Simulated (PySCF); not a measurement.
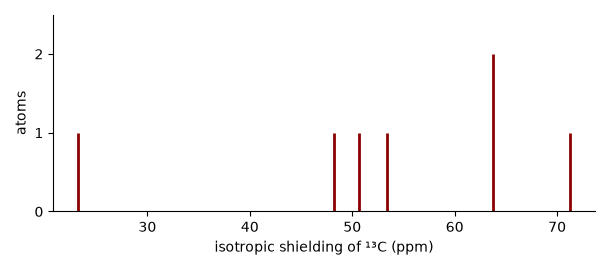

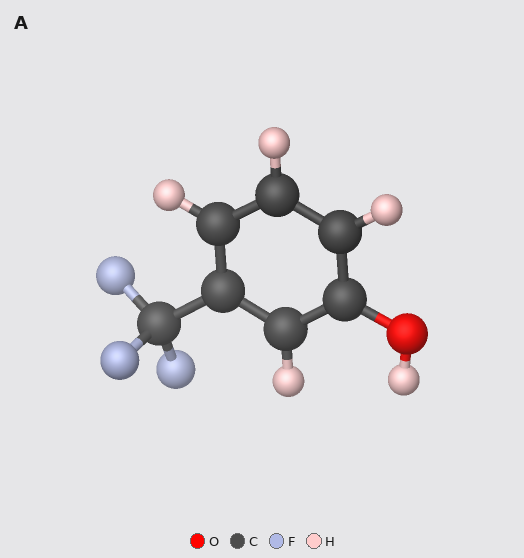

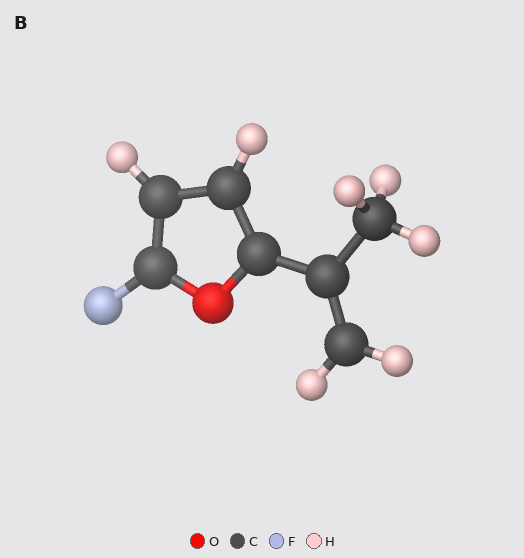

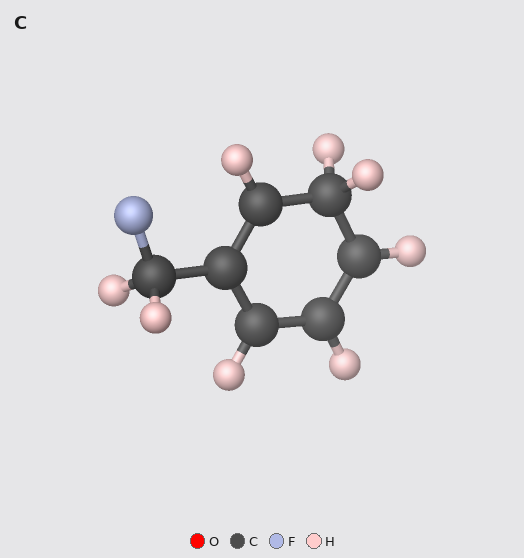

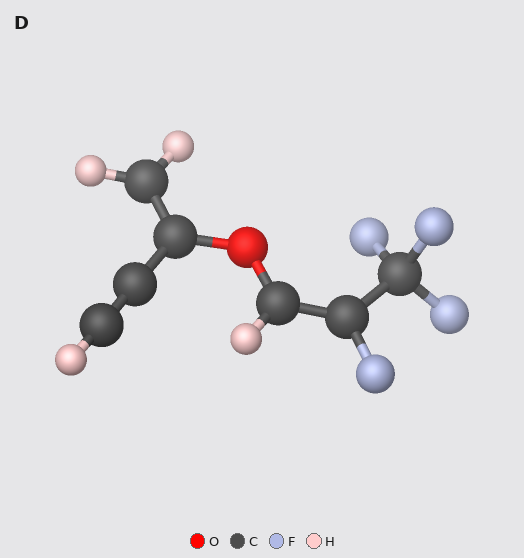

The sticks are computed shieldings of one of the molecules, for one fixed geometry (GFN2-xTB) without averaging over rotations. Low shielding means a high chemical shift. Method: GIAO PBE0/pcSseg-1 NMR shielding, non-relativistic, gas phase (PySCF 2.14.0).

### Which molecule gives this pattern?

A, `Oc1cccc(C(F)(F)F)c1`. Its 7 C atoms give lines at 23.2, 48.2, 50.7, 53.4, 63.7 (2 atoms), 71.2 ppm.
